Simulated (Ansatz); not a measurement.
ClH3Sn

Input file:

```
crystal:
  periodic: [false, false, false]
  atoms:
    - { symbol: Sn, position_ang: [0.134422, -0.06486, 0.095225] }
    - { symbol: H, position_ang: [0.731519, 0.063607, 1.697158] }
    - { symbol: H, position_ang: [1.843765, 0.063675, 0.124419] }
    - { symbol: Cl, position_ang: [-0.915511, 1.89928, -0.647295] }
    - { symbol: H, position_ang: [-0.690295, -1.414903, -0.488106] }
basis:
  gaussian: { orbitals: def2-SVP }
hamiltonian:
  xc: pbe0
  dispersion: d4
relax:
  f_tol: 0.03
  max_steps: 50
output:
  orbitals: {}
```

Launched as:

```sh
ansatz run input.yaml --threads 1 --pin off --max-ram 2048MiB --backend cpu --events-out ev --progress --plain --runs-dir out
```

The fields are those of the run's last geometry, not of the input's.

Core potentials replace the inner electrons of Sn.

Level of theory: Ansatz, RKS PBE0-D4/def2-SVP.

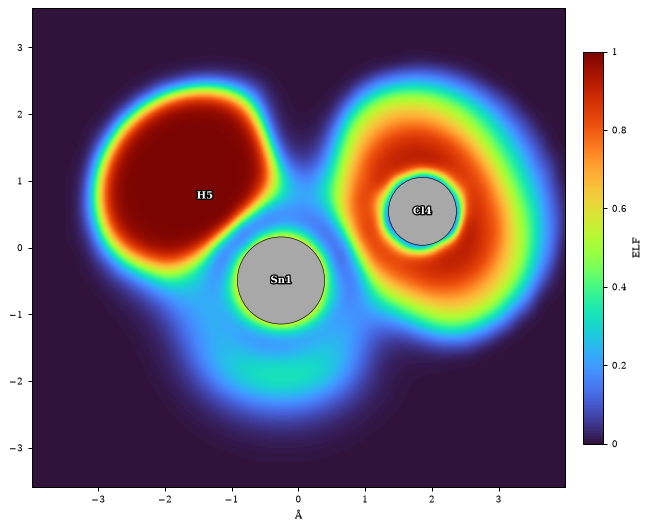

Figure 1. ELF on the plane of atoms Cl4, Sn1 and H5. Grey discs cover the atomic cores.

Interpret the plot.

Answer. The section cuts through Sn, Cl and H sites. Sn–Cl (2.36 Å): the ELF peaks at about 0.80 in the valence shell of Cl, 0.8 Å from its nucleus, and drops to about 0.15 between the two atoms. Sn–H (1.71 Å): the ELF climbs to about 1 towards the hydrogen. The ELF also peaks beside Cl4, away from the bonds: lone-pair regions.

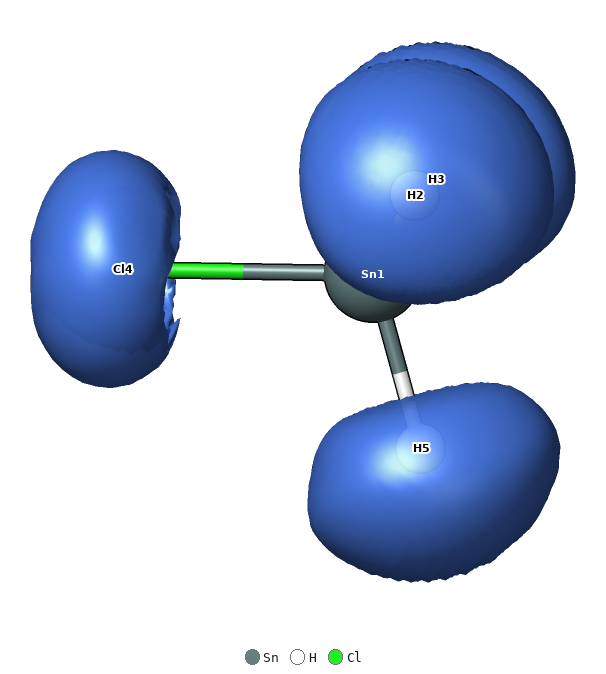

Figure 2. Isosurface of the electron localisation function at 0.85 (blue), seen across its widest extent. Core shells and regions of very low density are left out.

Identify the bonds, lone pairs and shells in this picture.

Answer. The surface consists of three regions around hydrogen nuclei and one region wrapped around Cl (its valence shell).

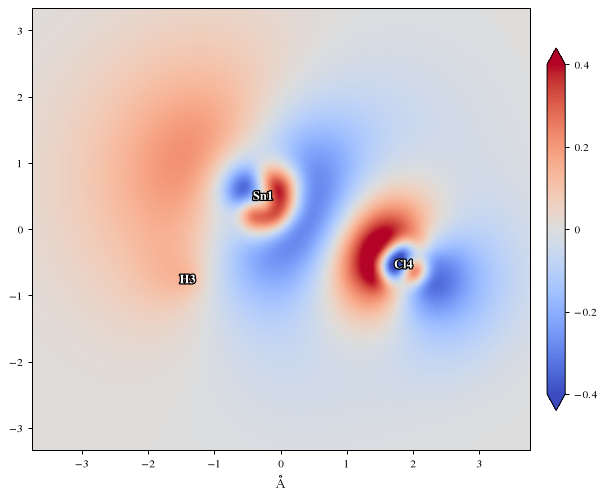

Figure 3. The LUMO on the plane of atoms H3, Sn1 and Cl4 (values in Å⁻³ᐟ²; the overall sign is arbitrary).

Describe this orbital and give its energy.

Answer. By Hirshfeld shares it lies mainly on Sn1 (about 60 %) and Cl4 (about 25 %). Its energy is −0.75 eV.
